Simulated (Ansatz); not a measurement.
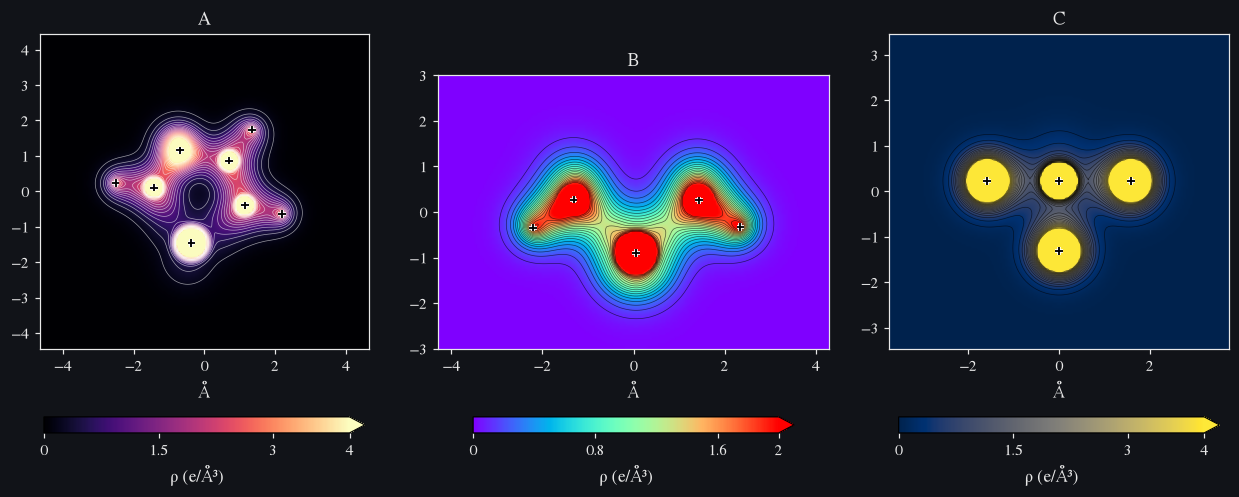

The electron density of 3 systems, each on a plane through atoms (crosses mark nuclei in the plane).

These are results of Ansatz, RKS PBE0-D4/def2-TZVPP, not measurements.

System 1: C3H5NSi (SMILES C1=C[SiH2]C=N1), the plane of atoms Si3, C4 and N5. Geometry: PBE0-D4/def2-TZVP.

```xyz
10

C    -1.0459    0.7920   -0.4627
C    -1.1407   -0.3565    0.2198
Si    0.5987   -0.9056    0.5291
C     1.2115    0.6326   -0.3899
N     0.2286    1.3408   -0.8007
H    -1.8928    1.3795   -0.8032
H    -2.0954   -0.7885    0.4854
H     0.9900   -2.1821   -0.1254
H     1.0096   -0.9451    1.9576
H     2.2194    0.9820   -0.6069
```

System 2: F5P (SMILES FP(F)(F)(F)F), the plane of atoms F4, P2 and F5. Geometry: PBE0-D4/def2-TZVP.

```xyz
6

F    -0.0297   -1.1886    0.9818
P     0.0000    0.0000    0.0000
F    -1.3139    0.5313   -0.6074
F     0.1537   -1.0031   -1.2097
F     1.3436    0.6574   -0.3743
F    -0.1537    1.0031    1.2097
```

System 3: C2H6OS (SMILES CSCO), the plane of atoms C1, S2 and C3. Geometry: PBE0-D4/def2-TZVP.

| atom | x (Å) | y (Å) | z (Å) |
| --- | --- | --- | --- |
| C | -1.1632 | 0.9060 | -0.4130 |
| S | -0.7977 | -0.8553 | -0.4195 |
| C | 0.6911 | -0.8553 | 0.5954 |
| O | 1.7840 | -0.1909 | 0.0264 |
| H | -1.9836 | 1.0691 | -1.1119 |
| H | -1.4713 | 1.2377 | 0.5799 |
| H | -0.2948 | 1.4755 | -0.7429 |
| H | 0.8978 | -1.9144 | 0.7907 |
| H | 0.4889 | -0.3592 | 1.5462 |
| H | 1.9319 | -0.5644 | -0.8483 |

Match each panel to its system.

Answer. Panel A is system 1, C3H5NSi: the plane holds C, Si, N and H. C–N (1.28 Å): ρ is about 2.8 e/Å³ halfway. Panel B is system 3, C2H6OS: the plane holds C, S and H. C–S (1.80 Å): ρ is about 1.3 e/Å³ halfway. Panel C is system 2, F5P: the plane holds P and F. P–F (1.54 Å): ρ at the midpoint is about 1.6 e/Å³.
